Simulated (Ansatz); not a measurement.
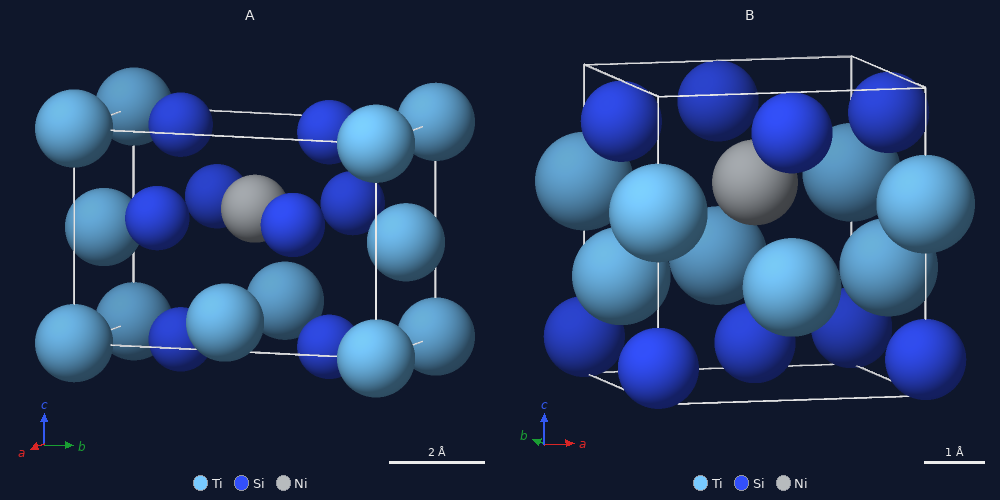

Two structures of Ti₃Si₄Ni, each relaxed to rest (conventional cells in solid outline, small ones repeated, not to one scale). Method: Ansatz 0.2.0, DFT PBE, scalar-relativistic, plane waves, PAW, without spin polarisation (spin-restricted runs, not always the ground states).

What are the two structures?

A: 8 atoms a cell on a primitive orthorhombic lattice, Pmm2. B: 8 atoms a cell on a primitive tetragonal lattice, P4mm.

Which structure wins energetically, and by what margin?

A is lower, by 89 meV/atom at this level of theory (energies at zero smearing). Volumes: A 14.3, B 14.2 Å³/atom.

One or both may be structure types tried for this composition rather than known phases.
